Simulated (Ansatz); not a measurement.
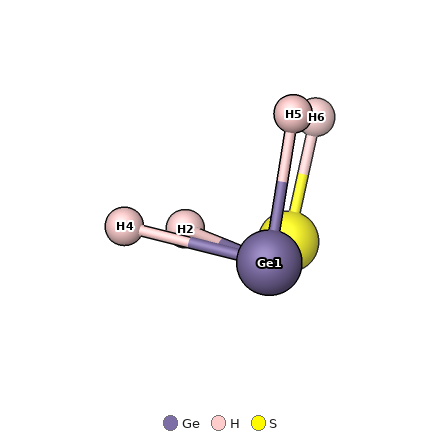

The system is the reacting system GeH4S (fragments GeH₂ + H₂S where the first distance is long, GeH₂S + H₂ where the second is long); the picture shows the reference structure. The first coordinate is: distance Ge1–S3 (bond that forms); the second: distance H2–S3 (bond that breaks). Relaxed at each point: all other coordinates. Grid: 9 × 9 points. Points are written as (first, second). Energies: kJ/mol, counted from a guessed transition structure relaxed with its forming and breaking bonds held. Energies and slopes of some neighbouring points disagree (a jump in structure or state, or too coarse a mesh). The reference is spin-restricted, so regions where a bond is pulled apart into radicals lie too high. All numbers below come from RKS PBE0-D4/def2-TZVP in Ansatz 0.2.0.

Its coordinates:

```csv
atom,x (Å),y (Å),z (Å)
Ge,-0.3497,-0.6688,-1.2219
H,0.3083,0.5734,-0.3215
S,1.3978,-0.1404,0.9108
H,-0.2285,1.0081,-1.0173
H,-1.5233,-0.6042,-0.1546
H,0.3956,-0.1681,1.8045
```

Range: distance Ge1–S3 (bond that forms) from 2.025 to 3.225 Å; distance H2–S3 (bond that breaks) from 1.224 to 2.724 Å.

Predict the map.

Answer. The lowest grid point is at (2.237 Å, 2.724 Å), −125 kJ/mol from a guessed transition structure relaxed with its forming and breaking bonds held. It lies in a valley that leaves the map towards separated partners. Other grid points that lie below all their neighbours: (2.530 Å, 1.335 Å) (23 kJ/mol higher). The highest grid point, (3.225 Å, 2.724 Å), lies 179 kJ/mol above the lowest.

```
second ↓, first →  2.025  2.114  2.237  2.377  2.530  2.692  2.863  3.041  3.225
            2.724    −91   −116   −125   −113    −88    −56    −19     19     55
            2.493    −87   −112   −121   −106    −83    −53    −18     18     52
            2.271    −80   −104   −100    −94    −75    −48    −17     16     47
            2.058    −64    −89    −78    −78    −64    −42    −16     12     39
            1.855      6    −27    −52    −60    −54    −39    −19      3     25
            1.664     48      6    −29    −47    −50    −43    −31    −17     −2
            1.489     −4    −40    −67    −80    −81    −76    −68    −57    −47
            1.335    −12    −51    −82    −98   −102    −98    −89    −79    −69
            1.224     16    −25    −58    −75    −79    −75    −67    −57    −47
```

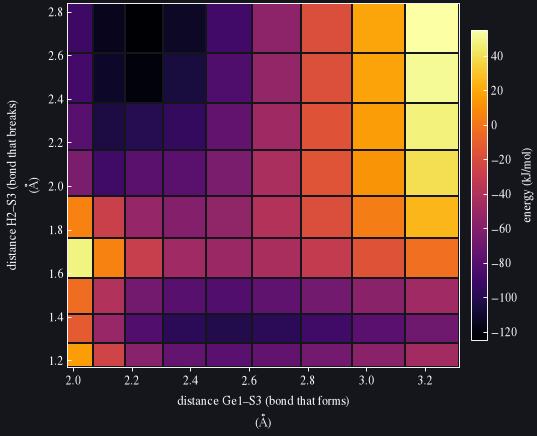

In the figure: one coloured cell a grid point.

The whole map (81 points run) took 25 min on 1 thread of Intel(R) Xeon(R) Platinum 8175M CPU @ 2.50GHz (Skylake/Cascade Lake) (shared host).
